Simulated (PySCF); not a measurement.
**C$_{5}$H$_{11}$N: NMR shielding calculation**

C$_{5}$H$_{11}$N, SMILES CC(C)N1CC1, computed with GIAO PBE0/pcSseg-1 NMR shielding, non-relativistic, IEF-PCM chloroform (PySCF 2.14.0).

The geometry comes from this level: GFN2-xTB, coordinate held. Figures and captions count atoms from 1; the log counts them from 0 in places.

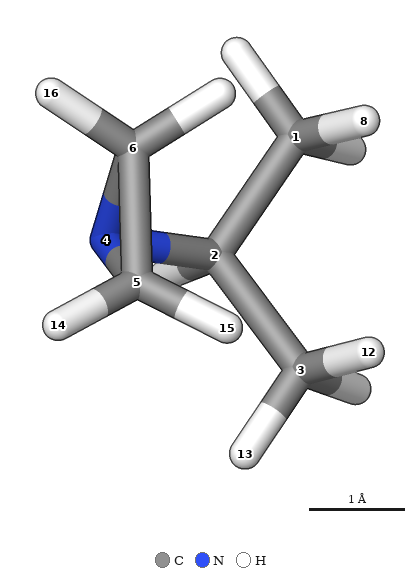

Figure 1. The input geometry (stick view, seen at a tilt; atoms are numbered from 1 in the order of the input).

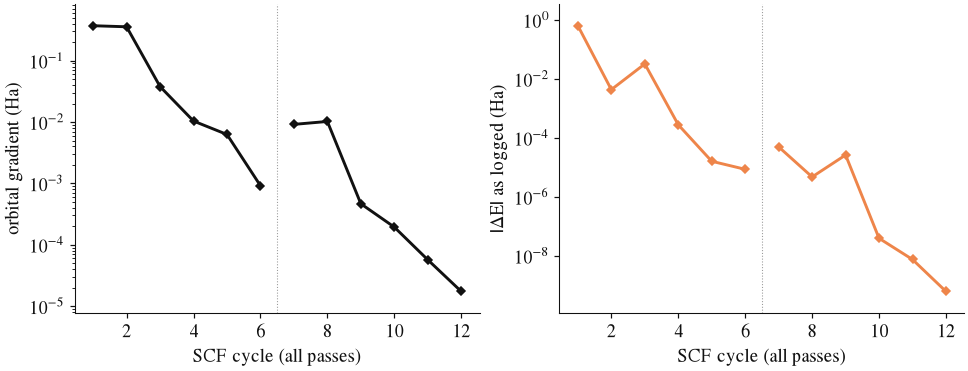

Figure 2. Convergence of the self-consistent field: orbital gradient and size of the energy change against the SCF cycle. The dotted line marks the change from a coarse to the final integration grid. The first 6 cycles use a coarse grid, the final grid takes over at cycle 7, and the field converges after 12 cycles in all.

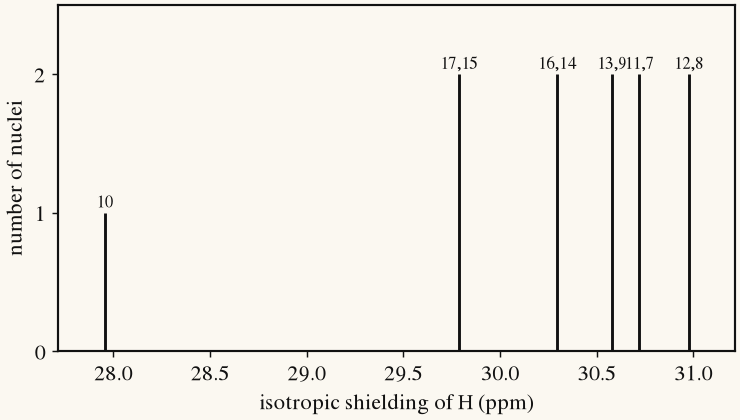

Figure 3. Isotropic shieldings of the hydrogen nuclei in this fixed geometry, labelled by atom number; shielding grows to the right, so chemical shift grows to the left. The least shielded is H10 (28.0 ppm), the most shielded H8 (31.0 ppm).

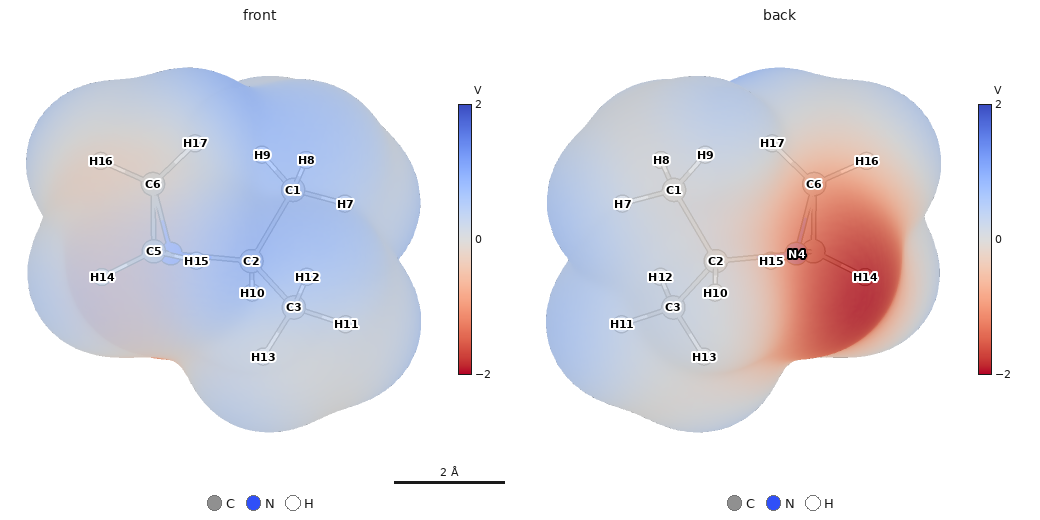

Figure 4. The molecular electrostatic potential painted on the density surface at 0.001 e/bohr³, seen at a tilt and from behind; red is negative and blue positive. Its dipole moment is 2.01 D.

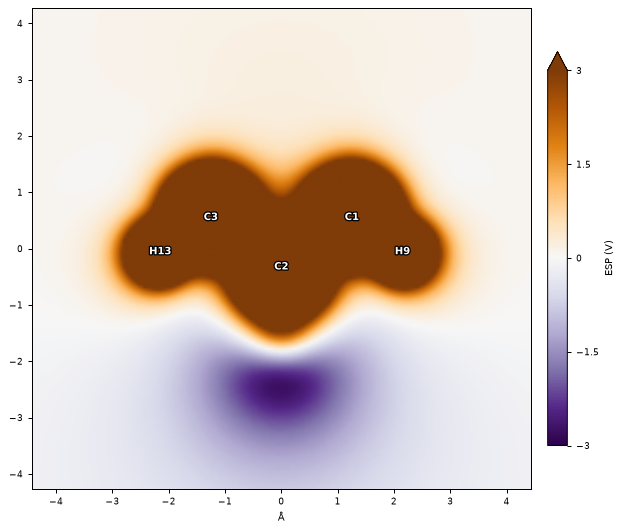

Figure 5. Molecular electrostatic potential on the plane of atoms C1, C2 and C3. Atoms in the plane: C and H.

The input that produced these results follows, with the program's output.

Input file:
```
{"job": {"kind": "nmr", "xc": "PBE0", "basis": "pcSseg-1", "solvent": "chloroform", "every": 1, "pop": false}, "charge": 0, "multiplicity": 1}
C     -1.158514     1.180620     0.393872
C     -0.477144    -0.139758     0.757909
C     -1.090679    -1.282514    -0.053223
N      1.015701    -0.113408     0.822282
C      1.627144    -0.590743    -0.430258
C      1.591129     0.825219    -0.156693
H     -2.199857     1.130107     0.704855
H     -1.146719     1.366851    -0.678690
H     -0.688745     2.013627     0.911116
H     -0.741795    -0.338259     1.810443
H     -2.130739    -1.399501     0.243805
H     -1.077320    -1.079870    -1.122709
H     -0.572382    -2.217617     0.144126
H      2.556842    -1.128915    -0.285256
H      1.008993    -1.002300    -1.212037
H      2.494563     1.315573     0.187282
H      0.946564     1.467283    -0.735444
```

The first line tells a small driver script what to run in PySCF; the rest is the geometry in Å.

Launch command:
```bash
OMP_NUM_THREADS=1 python <driver script> task.json out
```

Output:
```
coarse grid: 13312 points
cycle   1  E = -251.4373461144  dE =  6.355e-01  |g| = 3.711e-01  |ddm| = 3.458e+00
cycle   2  E = -251.4416725529  dE = -4.326e-03  |g| = 3.567e-01  |ddm| = 6.294e-01
cycle   3  E = -251.4738977524  dE = -3.223e-02  |g| = 3.784e-02  |ddm| = 2.998e-01
cycle   4  E = -251.4741760529  dE = -2.783e-04  |g| = 1.038e-02  |ddm| = 3.898e-02
cycle   5  E = -251.4741921175  dE = -1.606e-05  |g| = 6.272e-03  |ddm| = 1.371e-02
cycle   6  E = -251.4742006929  dE = -8.575e-06  |g| = 9.170e-04  |ddm| = 5.288e-03
final grid: 126128 points
cycle   7  E = -251.5109697445  dE = -4.950e-05  |g| = 9.160e-03  |ddm| = 3.283e-02
cycle   8  E = -251.5109650178  dE =  4.727e-06  |g| = 1.022e-02  |ddm| = 1.588e-02
cycle   9  E = -251.5109912367  dE = -2.622e-05  |g| = 4.659e-04  |ddm| = 8.322e-03
cycle  10  E = -251.5109912759  dE = -3.922e-08  |g| = 1.941e-04  |ddm| = 5.763e-04
cycle  11  E = -251.5109912834  dE = -7.490e-09  |g| = 5.698e-05  |ddm| = 1.609e-04
cycle  12  E = -251.5109912840  dE = -6.178e-10  |g| = 1.736e-05  |ddm| = 5.163e-05
converged SCF energy = -251.5109912840

GIAO shielding tensors (ppm)
atom      isotropic    diamagn.    paramagn.     s11        s22        s33       span
  0 C      163.112     249.639     -86.528    146.230    160.063    183.042     36.812
  1 C      134.531     242.898    -108.367    107.948    126.562    169.083     61.134
  2 C      163.080     249.658     -86.577    146.304    159.746    183.191     36.887
  3 N      234.985     321.232     -86.247    111.591    246.720    346.644    235.053
  4 C      160.134     253.242     -93.109    118.761    168.973    192.666     73.905
  5 C      159.901     253.339     -93.438    118.448    168.749    192.506     74.058
  6 H       30.722      30.018       0.705     26.116     28.320     37.731     11.615
  7 H       30.981      31.534      -0.553     27.445     29.992     35.506      8.060
  8 H       30.583      30.787      -0.204     26.220     28.533     36.996     10.775
  9 H       27.955      31.487      -3.532     23.465     26.763     33.639     10.174
 10 H       30.721      30.055       0.666     26.112     28.311     37.740     11.628
 11 H       30.973      31.554      -0.581     27.418     30.029     35.471      8.053
 12 H       30.575      30.816      -0.241     26.237     28.489     36.999     10.762
 13 H       30.297      30.139       0.159     24.185     25.792     40.915     16.731
 14 H       29.793      32.475      -2.682     23.853     30.244     35.281     11.428
 15 H       30.291      30.123       0.169     24.165     25.797     40.913     16.748
 16 H       29.785      32.490      -2.705     23.840     30.255     35.259     11.420
```

Key numbers:

- outcome: converged
- total energy: −251.510991 hartree
- HOMO: −6.81 eV
- LUMO: 1.67 eV
- dipole moment: 2.01 D
- isotropic shielding, C: 134.5 to 163.1 ppm
- isotropic shielding, N: 235.0 ppm
- isotropic shielding, H: 28.0 to 31.0 ppm
- hardware: 1 CPU thread, shared host
- wall time: 28 s
- peak memory: 0.82 GiB
